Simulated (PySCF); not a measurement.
**BNH3 (SMILES B[NH]) at 5 levels**

Aim: a comparison of 5 runs (UMP2/STO-6G, UCCSDT/STO-6G, UCISD/STO-6G, UCCSD(T)/STO-6G, FCI/STO-6G) of BNH3. Input form: a Python script.

Program for the calculation: PySCF 2.14.0.

9 further runs of the same task are left out: 9 set aside as unsound or not needed.

## 1. Starting point

BNH3: 5 atoms, total charge 0, spin state doublet. As SMILES, `B[NH]`. The B1–H3 distance was set to 2.663 Å, away from the relaxed value. At this shape a bond of the SMILES string is far longer than usual.

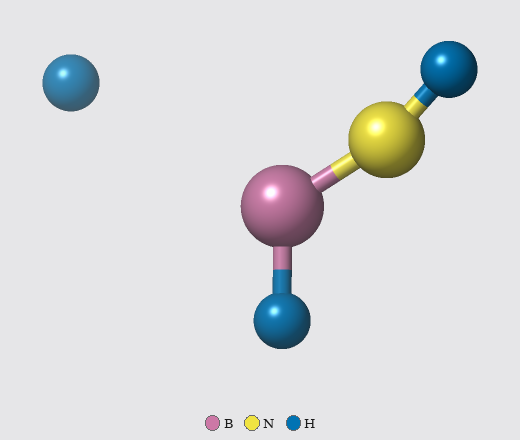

Viewed from a chosen angle; boron pink, nitrogen yellow, hydrogen blue.

## 2. The energy at UMP2/STO-6G (run 1)

Input file input.py:

```python
from pyscf import gto, scf, mp

mol = gto.Mole()
mol.atom = '''
B     -0.351485     0.972593    -2.336720
N      1.239664     2.910129    -2.201038
H     -0.783858    -2.092683     1.629889
H     -1.586043     0.588979    -4.208116
H      2.519387     4.169632    -1.616923
'''
mol.max_memory = 1860
mol.basis = 'sto-6g'
mol.unit = 'bohr'
mol.verbose = 4
mol.spin = 1
mol.build()

mf = scf.UHF(mol)
mf.conv_tol = 1e-10
mf.kernel()
if not mf.converged:
    mf = mf.newton().run(mf.mo_coeff, mf.mo_occ)

pt = mp.MP2(mf, frozen=2).run()
e_final = pt.e_tot
print('E(%s) = %.9f' % ('MP2', e_final))
```

Started as:

```sh
$ OMP_NUM_THREADS=1 python input.py
```

Standard output:

```text
PySCF version 2.14.0

[... 105 lines left out ...]
converged SCF energy = -80.4291988027424  <S^2> = 0.75292679  2S+1 = 2.0029246
[... 1 line left out ...]
******** <class 'pyscf.mp.ump2.UMP2'> ********
nocc = (np.int64(6), np.int64(5)), nmo = (11, 11)
frozen orbitals 2
E(UMP2) = -80.5802963344279  E_corr = -0.151097531685537
E(SCS-UMP2) = -80.5832482589145  E_corr = -0.154049456172116
E_corr(same-spin) = -0.0314625944429174
E_corr(oppo-spin) = -0.119634937242619
E(MP2) = -80.580296334
```

It took 0.64 s on 1 thread of AMD EPYC 9R14 (Zen 4), shared host; peak memory 0.12 GiB.

## 3. The energy at UCCSDT/STO-6G (run 2)

Input file job.py:

```python
from pyscf import gto, cc

mol = gto.M(
    atom='''
B   -0.185998   0.514674  -1.236539
N    0.656002   1.539974  -1.164739
H   -0.414800  -1.107400   0.862500
H   -0.839298   0.311674  -2.226839
H    1.333202   2.206474  -0.855639
''',
    basis='sto-6g',
    spin=1,
    verbose=4,
    max_memory=1860,
)

myscf = mol.UHF()
myscf.conv_tol = 1e-10
myscf.kernel()
if not myscf.converged:
    myscf = myscf.newton().run(myscf.mo_coeff, myscf.mo_occ)

mycc = cc.CCSDT(myscf, frozen=2)
mycc.kernel()
energy = mycc.e_tot
print('E(%s) = %.9f' % ('CCSDT', energy))
```

Started as:

```sh
$ OMP_NUM_THREADS=1 python job.py
```

Standard output:

```text
PySCF version 2.14.0

[... 105 lines left out ...]
converged SCF energy = -80.4291987385664  <S^2> = 0.75292679  2S+1 = 2.0029247
[... 17 lines left out ...]
WARN: A large `blksize_v_aaa` is being used, which may cause large memory consumption
[... 3 lines left out ...]
WARN: A large `blksize_v_aab` is being used, which may cause large memory consumption
[... 10 lines left out ...]
Init t2, MP2 energy = -0.151097534966461
[... 24 lines left out ...]
UCCSDT converged
[... 3 lines left out ...]
E(CCSDT) = -80.607554376
```

It took 1.3 s on 1 thread of AMD EPYC 9R14 (Zen 4), shared host; peak memory 0.12 GiB.

Run 3 isn't shown in full; the table further down has it.

## 4. A single-point energy at UCCSD(T)/STO-6G (run 4)

Input file calc.py:

```python
from pyscf import gto, cc

mol = gto.M(
    atom=[
    ('B', (-0.185998, 0.514674, -1.236539)),
    ('N', (0.656002, 1.539974, -1.164739)),
    ('H', (-0.414800, -1.107400, 0.862500)),
    ('H', (-0.839298, 0.311674, -2.226839)),
    ('H', (1.333202, 2.206474, -0.855639)),
],
    verbose=4,
    spin=1,
    basis='sto-6g',
    max_memory=1860,
)

myscf = mol.UHF()
myscf.conv_tol = 1e-10
myscf.kernel()
if not myscf.converged:
    myscf = myscf.newton().run(myscf.mo_coeff, myscf.mo_occ)

mycc = cc.CCSD(myscf, frozen=2)
mycc.kernel()
e_t = mycc.ccsd_t()
energy = mycc.e_tot + e_t
print('E = %.10f Eh' % energy)
```

Started as:

```sh
$ OMP_NUM_THREADS=1 python calc.py
```

Standard output:

```text
PySCF version 2.14.0

[... 105 lines left out ...]
converged SCF energy = -80.4291987385664  <S^2> = 0.75292679  2S+1 = 2.0029247
[... 12 lines left out ...]
Init t2, MP2 energy = -0.151097534966461
[... 21 lines left out ...]
UCCSD converged
[... 2 lines left out ...]
E = -80.6058227362 Eh
```

Wall time 0.76 s (1 thread of AMD EPYC 9R14 (Zen 4), shared host); peak memory 0.12 GiB.

## 5. The energy at FCI/STO-6G (run 5)

Input file input.py:

```python
from pyscf import gto, scf, mcscf

mol = gto.M(
    atom=[
    ('B', (-0.185998, 0.514674, -1.236539)),
    ('N', (0.656002, 1.539974, -1.164739)),
    ('H', (-0.414800, -1.107400, 0.862500)),
    ('H', (-0.839298, 0.311674, -2.226839)),
    ('H', (1.333202, 2.206474, -0.855639)),
],
    spin=1,
    basis='sto-6g',
    max_memory=1860,
    verbose=3,
)

hf = scf.ROHF(mol)
hf.conv_tol = 1e-10
hf.kernel()
if not hf.converged:
    hf = hf.newton().run(hf.mo_coeff, hf.mo_occ)

cas = mcscf.CASCI(hf, hf.mo_coeff.shape[-1] - 2, (mol.nelec[0] - 2, mol.nelec[1] - 2))  # full CI above the frozen core
cas.fix_spin_(ss=0.75)
cas.kernel()
e_tot = cas.e_tot
print(f'total energy: {e_tot:.8f} hartree')
```

Started as:

```sh
$ OMP_NUM_THREADS=1 python input.py
```

Standard output:

```text
converged SCF energy = -80.4293259747834
CASCI E = -80.6067835474036  E(CI) = -27.5652152012009  S^2 = 0.7500000
total energy: -80.60678355 hartree
```

It took 2.2 s on 1 thread of AMD EPYC 9R14 (Zen 4), shared host; peak memory 0.16 GiB.

## 6. All runs side by side

| run | level | energy (Eh) | dipole moment (D) of the reference | HOMO energy (eV) | LUMO energy (eV) | wall time |
| --- | --- | --- | --- | --- | --- | --- |
| 1 | UMP2/STO-6G | -80.580296 | 0.87 | -8.30 | 5.79 | 0.64 s |
| 2 | UCCSDT/STO-6G | -80.607554 | 0.87 | -8.30 | 5.79 | 1.3 s |
| 3 | UCISD/STO-6G | -80.586878 | 0.87 | -8.30 | 5.79 | 0.68 s |
| 4 | UCCSD(T)/STO-6G | -80.605823 | 0.87 | -8.30 | 5.79 | 0.76 s |
| 5 | FCI/STO-6G | -80.606784 | 0.86 | – | – | 2.2 s |

## 7. Outcome

| quantity | value |
| --- | --- |
| run 5: total energy | -80.60678 Eh |
| run 5: dipole moment (Hartree–Fock density) | 0.86 D |
| run 5: correlation energy (2 core orbitals frozen) | -177.5 mEh |

What this shows: Against full CI in this basis: UMP2 +26.5 mEh; UCCSDT -0.8 mEh; UCISD +19.9 mEh; UCCSD(T) +1.0 mEh. In runs 1, 2, 3, 4, 5 the basis is minimal, so the values are rough. All runs together took 5.5 s, the longest 2.2 s.
